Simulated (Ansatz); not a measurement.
# Does disorder add resistance in series? Re(0001) layers displaced at 800 K

Two lengths of the disordered region are known. What area resistance does the third give?

**Method.** Ansatz 0.2.0, plane waves with PAW datasets at their recommended cutoffs (420 eV for most), Fermi-Dirac smearing; ballistic transmission by layer matching. The area resistance is RA = A (h/2e²)(1/T − 1/N), with T the zone-mean transmission per spin and N the lead's channels, both averaged over a few energies near the Fermi level; for magnets each spin is taken apart, with h/e², and the two conduct in parallel. Lateral cell 2x2, PBE, a fresh random draw for each length. Atoms are displaced independently, by 0.0584 Å r.m.s. per direction; each RA is scaled by the nominal over the drawn mean square displacement.

The runs, with one result withheld:

| length (Å) | channels N | RA (fΩ m²) |
| --- | --- | --- |
| 4.46 | 5.240 | 0.113 |
| 13.4 | 5.273 | 0.295 |
| 22.3 | 5.260 | ? |

**Fit on the rows shown.**

Ohm's law makes RA linear in the length: the slope is (0.295 − 0.113)/(13.4 − 4.46) = 0.0203 fΩ m² per Å, or 20 µΩ cm. Then 0.295 + 0.0203 × 8.92. Predicted: 0.476 fΩ m².

What the run gave:

0.517 fΩ m², so the prediction is 8.0 % too low. The three lengths together give 23 µΩ cm. The two increments are 0.18 and 0.22 fΩ m², roughly as Ohm's law has it, though with one draw for each length that is a weak test.

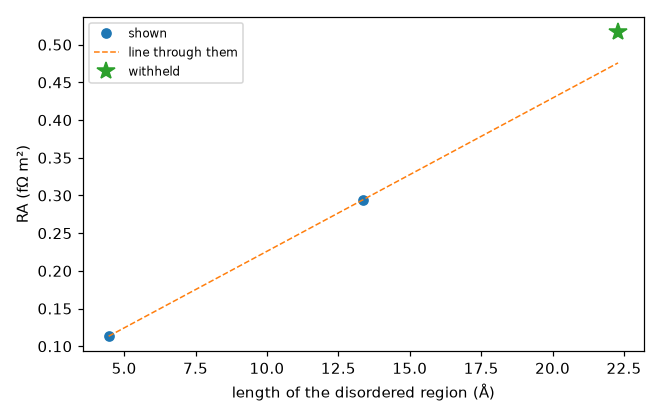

Area resistance against length.

Caveats: The scatterers repeat sideways with the small cell. The slope is a raw one; a model of isotropic scattering puts it 1.05 times the bulk value over these lengths. Spin-orbit coupling is left out, which matters for Re.
